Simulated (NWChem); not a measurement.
# A workflow on the pair CdHSCl···BH3O

We compute the energy (singlet CdBH4SClO, r2SCAN/STO-3G), then the energy (singlet CdHSCl, r2SCAN/STO-3G), then the energy (singlet BH3O, r2SCAN/STO-3G), then a single-point energy (singlet CdHSCl, r2SCAN/STO-3G), then the energy (singlet BH3O, r2SCAN/STO-3G) of BCdClH4OS and its partners. 

The calculation is run with NWChem 7.3.0.

### 1 The molecule

The species is CdBH4SClO (9 atoms), meant as a singlet with charge 0. The two molecules were placed rigidly side by side, at 1.3 times their contact distance; the pair isn't optimised.

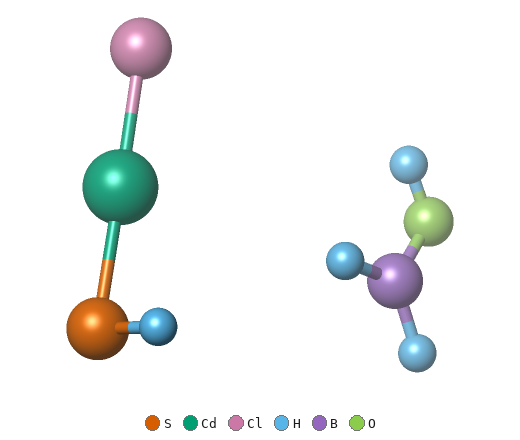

Viewed from a chosen angle; sulfur orange, cadmium teal, chlorine pink, hydrogen blue, boron purple, oxygen green.

### 2 The energy at r2SCAN/STO-3G (run 1)

job.nw reads:

```
start job
memory 2200 mb

geometry units angstrom noautosym nocenter noautoz
 S     -1.662680     0.227570    -0.473520
 Cd     0.406420    -0.443720     0.344380
 Cl     2.420020    -1.129020     1.159070
 H     -1.163780     1.345180    -1.029920
 B      0.299780     3.695010     2.308790
 O      1.182780     3.569440     3.319190
 H     -0.673910     4.356280     2.522300
 H      0.498790     3.160250     1.251170
 H      1.945620     3.029570     3.096630
end

basis spherical bse
 * library STO-3G
end

dft
 xc r2scan
 mult 1
 grid fine
 convergence energy 1e-08
 maxiter 100
 mulliken
 print low
end

task dft energy
```

Command:

```
nwchem job.nw > job.out
```

The program printed:

```text
[...]
 d= 0,ls=0.0,diis     1  -6363.7301352858 -6.95D+03  3.74D-02  6.04D-01     2.0
[...]
 d= 0,ls=0.0,diis    10  -6363.8622726324 -4.79D-09  4.75D-07  1.24D-10    13.9
         Total DFT energy =    -6363.862272632406
      One electron energy =    -9970.750902703574
           Coulomb energy =     3243.726326802395
    Exchange-Corr. energy =     -219.716377813201
 Nuclear repulsion energy =      582.878681081973
[...]
      Total Density - Mulliken Population Analysis
     ---------------------------------------------
    Atom       Charge   Shell Charges
 -----------   ------   -------------------------------------------------------
    1 S   16    16.09   2.00  2.00  5.96  1.91  4.23
    2 Cd  48    47.46   2.00  2.00  6.00  2.00  5.99  1.99  5.85  1.08  0.83  9.99  9.73
    3 Cl  17    17.43   2.00  2.00  5.99  2.00  5.45
    4 H    1     1.02   1.02
    5 B    5     4.83   1.99  0.95  1.89
    6 O    8     8.28   2.00  1.83  4.45
    7 H    1     1.06   1.06
    8 H    1     1.08   1.08
    9 H    1     0.75   0.75
[...]
```

It took 15 s on 1 thread of AMD EPYC 7R43 (Zen 3), shared host; peak memory 0.12 GiB.

### 3 CdHSCl: the energy at r2SCAN/STO-3G (run 2)

calc.nw reads:

```
start calc
title "CdClHS r2SCAN"
memory total 2200 mb

geometry units au noautosym nocenter noautoz
 S     -3.14200983     0.43004497    -0.89482311
 Cd     0.76802249    -0.83850928     0.65078388
 Cl     4.57317502    -2.13353859     2.19032486
 H     -2.19922547     2.54202179    -1.94626673
end

basis spherical bse
 * library STO-3G
end

dft
 xc r2scan
 mult 1
 grid fine
 convergence energy 1e-08
 maxiter 100
 mulliken
 print low
end

task dft energy
```

Command:

```
nwchem calc.nw > calc.out
```

The program printed:

```text
[...]
 d= 0,ls=0.0,diis     1  -6263.3008324076 -6.68D+03  3.62D-02  2.81D-01     1.1
[...]
 d= 0,ls=0.0,diis     8  -6263.3714934908 -1.32D-09  7.98D-06  3.15D-08     5.7
         Total DFT energy =    -6263.371493490807
      One electron energy =    -9494.936106217745
           Coulomb energy =     3024.340147317223
    Exchange-Corr. energy =     -205.898746802584
 Nuclear repulsion energy =      413.123212212298
[...]
      Total Density - Mulliken Population Analysis
     ---------------------------------------------
    Atom       Charge   Shell Charges
 -----------   ------   -------------------------------------------------------
    1 S   16    16.09   2.00  2.00  5.96  1.91  4.23
    2 Cd  48    47.46   2.00  2.00  6.00  2.00  5.99  1.99  5.85  1.08  0.83  9.99  9.72
    3 Cl  17    17.43   2.00  2.00  5.99  2.00  5.44
    4 H    1     1.02   1.02
[...]
```

Run time: 6.6 s. Hardware: 1 thread of AMD EPYC 7R43 (Zen 3), shared host; peak memory 0.11 GiB.

### 4 BH3O: the energy at r2SCAN/STO-3G (run 3)

bh3o.nw reads:

```
start bh3o
title "BH3O r2SCAN"
memory total 2200 mb
charge 0

geometry units atomic noautosym nocenter noautoz
B      0.56650210     6.98255693     4.36298078
O      2.23513027     6.74526402     6.27236006
H     -1.27350533     8.23217612     4.76645620
H      0.94257649     5.97200699     2.36436864
H      3.67668894     5.72505758     5.85178261
end

basis "ao basis" spherical bse
* library STO-3G
end

dft
xc r2scan
grid fine
convergence energy 1e-08
iterations 100
mulliken
print low
end

task dft
```

Command:

```
nwchem bh3o.nw > bh3o.out
```

The program printed:

```text
[...]
 d= 0,ls=0.0,diis     1   -100.4288810971 -1.31D+02  1.08D-01  3.17D-01     0.3
[...]
 d= 0,ls=0.0,diis     7   -100.4895973645 -1.82D-09  1.13D-06  1.29D-10     1.2
         Total DFT energy =     -100.489597364486
      One electron energy =     -197.355663248059
           Coulomb energy =       80.280474608732
    Exchange-Corr. energy =      -13.819159491706
 Nuclear repulsion energy =       30.404750766545
[...]
      Total Density - Mulliken Population Analysis
     ---------------------------------------------
    Atom       Charge   Shell Charges
 -----------   ------   -------------------------------------------------------
    1 B    5     4.83   1.99  0.96  1.89
    2 O    8     8.29   2.00  1.83  4.46
    3 H    1     1.06   1.06
    4 H    1     1.07   1.07
    5 H    1     0.75   0.75
[...]
```

Wall time 1.9 s (1 thread of AMD EPYC 7R43 (Zen 3), shared host); peak memory 0.11 GiB.

### 5 CdHSCl among ghost functions: the energy at r2SCAN/STO-3G (with ghost functions) (run 4)

cdclhs.nw reads:

```
start cdclhs
title "CdClHS"
memory stack 880 mb heap 220 mb global 1100 mb

geometry units angstroms noautosym nocenter noautoz
 S       -1.662680       0.227570      -0.473520
 Cd       0.406420      -0.443720       0.344380
 Cl       2.420020      -1.129020       1.159070
 H       -1.163780       1.345180      -1.029920
 bqB      0.299780     3.695010     2.308790
 bqO      1.182780     3.569440     3.319190
 bqH     -0.673910     4.356280     2.522300
 bqH      0.498790     3.160250     1.251170
 bqH      1.945620     3.029570     3.096630
end

basis spherical bse
 S library STO-3G
 Cd library STO-3G
 Cl library STO-3G
 H library STO-3G
 bqB library B STO-3G
 bqO library O STO-3G
 bqH library H STO-3G
end

dft
 xc r2scan
 grid fine
 convergence energy 1e-08
 iterations 100
 mulliken
 print low
end

task dft
```

Command:

```
nwchem cdclhs.nw > cdclhs.out
```

The program printed:

```text
[...]
 d= 0,ls=0.0,diis     1  -6263.3009975867 -6.68D+03  2.82D-02  2.81D-01     1.9
[...]
 d= 0,ls=0.0,diis     8  -6263.3716725871 -1.31D-09  6.24D-06  3.17D-08    10.9
         Total DFT energy =    -6263.371672587095
      One electron energy =    -9494.929448481404
           Coulomb energy =     3024.332991920230
    Exchange-Corr. energy =     -205.898457953811
 Nuclear repulsion energy =      413.123241927890
[...]
      Total Density - Mulliken Population Analysis
     ---------------------------------------------
    Atom       Charge   Shell Charges
 -----------   ------   -------------------------------------------------------
    1 S   16    16.09   2.00  2.00  5.96  1.91  4.23
    2 Cd  48    47.46   2.00  2.00  6.00  2.00  5.99  1.99  5.85  1.08  0.83  9.99  9.72
    3 Cl  17    17.43   2.00  2.00  5.99  2.00  5.44
    4 H    1     1.02   1.02
    5 X    0     0.00   0.00  0.00  0.00
    6 X    0    -0.00  -0.00 -0.00 -0.00
    7 X    0     0.00   0.00
    8 X    0     0.00   0.00
    9 X    0     0.00   0.00
[...]
```

Run time: 12 s. Hardware: 1 thread of AMD EPYC 7R43 (Zen 3), shared host; peak memory 0.12 GiB.

### 6 BH3O among ghost functions: a single-point energy at r2SCAN/STO-3G (with ghost functions) (run 5)

input.nw reads:

```
start input
memory stack 880 mb heap 220 mb global 1100 mb
geometry units angstroms noautosym nocenter noautoz
  B     0.299780    3.695010    2.308790
  O     1.182780    3.569440    3.319190
  H    -0.673910    4.356280    2.522300
  H     0.498790    3.160250    1.251170
  H     1.945620    3.029570    3.096630
  bqS     -1.662680     0.227570    -0.473520
  bqCd     0.406420    -0.443720     0.344380
  bqCl     2.420020    -1.129020     1.159070
  bqH     -1.163780     1.345180    -1.029920
end
basis spherical bse
  B library STO-3G
  O library STO-3G
  H library STO-3G
  bqS library S STO-3G
  bqCd library Cd STO-3G
  bqCl library Cl STO-3G
  bqH library H STO-3G
end
dft
  xc r2scan
  grid fine
  convergence energy 1e-08
  maxiter 100
  mulliken
  print low
end
task dft energy
```

Command:

```
nwchem input.nw > input.out
```

The program printed:

```text
[...]
 d= 0,ls=0.0,diis     1   -100.4289650978 -1.31D+02  2.39D-02  3.18D-01     1.3
[...]
 d= 0,ls=0.0,diis     7   -100.4897145623 -1.76D-09  2.56D-07  1.30D-10     6.8
         Total DFT energy =     -100.489714562305
      One electron energy =     -197.352460718254
           Coulomb energy =       80.276606998056
    Exchange-Corr. energy =      -13.818613798018
 Nuclear repulsion energy =       30.404752955911
[...]
      Total Density - Mulliken Population Analysis
     ---------------------------------------------
    Atom       Charge   Shell Charges
 -----------   ------   -------------------------------------------------------
    1 B    5     4.83   1.99  0.96  1.89
    2 O    8     8.29   2.00  1.83  4.46
    3 H    1     1.06   1.06
    4 H    1     1.07   1.07
    5 H    1     0.75   0.75
    6 X    0    -0.00  -0.00 -0.00 -0.00 -0.00 -0.00
    7 X    0     0.00   0.00  0.00 -0.00  0.00  0.00  0.00 -0.00  0.00  0.00 -0.00  0.00
    8 X    0    -0.00  -0.00 -0.00 -0.00 -0.00 -0.00
    9 X    0     0.00   0.00
[...]
```

Wall time 7.5 s (1 thread of AMD EPYC 7R43 (Zen 3), shared host); peak memory 0.11 GiB.

### 7 Outcome

| quantity | value |
| --- | --- |
| run 1, r2SCAN/STO-3G: total energy | -6363.86227 Eh |
| CdHSCl: total energy | -6263.37149 Eh |
| BH3O: total energy | -100.48960 Eh |
| CdHSCl among ghost functions: total energy | -6263.37167 Eh |
| BH3O among ghost functions: total energy | -100.48971 Eh |
| interaction energy of the rigid parts CdHSCl and BH3O (parts in their own basis; closest atoms 3.36 Å apart) | -0.032 eV |
| interaction energy of the rigid parts CdHSCl and BH3O (parts in the whole basis, counterpoise; closest atoms 3.36 Å apart) | -0.024 eV |

The interaction energy of the rigid parts CdHSCl and BH3O (parts in their own basis; closest atoms 3.36 Å apart) is −0.03 eV (−3.1 kJ/mol): the parts attract. Without counterpoise this holds the superposition error of the basis. The interaction energy of the rigid parts CdHSCl and BH3O (parts in the whole basis, counterpoise; closest atoms 3.36 Å apart) is −0.02 eV (−2.3 kJ/mol): the parts attract. The basis-set superposition error is 0.8 kJ/mol. Relativity is left out (run 1, r2SCAN/STO-3G) although the molecule holds a heavy atom. Mulliken charges (CdHSCl) run from -0.43 on Cl3 to +0.54 on Cd2; they depend strongly on the basis. Relativity is left out (CdHSCl) although the molecule holds a heavy atom.
